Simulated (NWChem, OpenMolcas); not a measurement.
# How basis sets differ on AlHO2 (SMILES [O]=[Al][OH])

The species is AlHO2 (4 atoms), meant as a singlet with charge 0. As SMILES, `[O]=[Al][OH]`. Geometry: a GFN2-xTB relaxation, a rough one for these elements and not checked as a minimum.

```csv
atom,x (Å),y (Å),z (Å)
O,-1.6058,-1.4037,-0.6512
Al,-0.4740,-0.4151,-0.1913
O,0.6987,0.6090,0.2851
H,1.3811,1.2098,0.5574
```

Each level gives the dipole moment (D). The values are calculated.

```tsv
level	kind	program	value (D)
HF/ANO-L-MB	Hartree–Fock	OpenMolcas	4.77
HF/STO-3G	Hartree–Fock	NWChem	3.56
HF/3-21G	Hartree–Fock	NWChem	5.78
HF/def2-SVP	Hartree–Fock	NWChem	6.41
```

The values span 3.56 to 6.41 D. Sets without polarisation functions give poor dipoles.

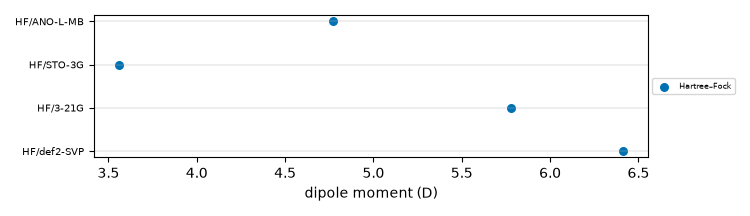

The values of the table, level by level.
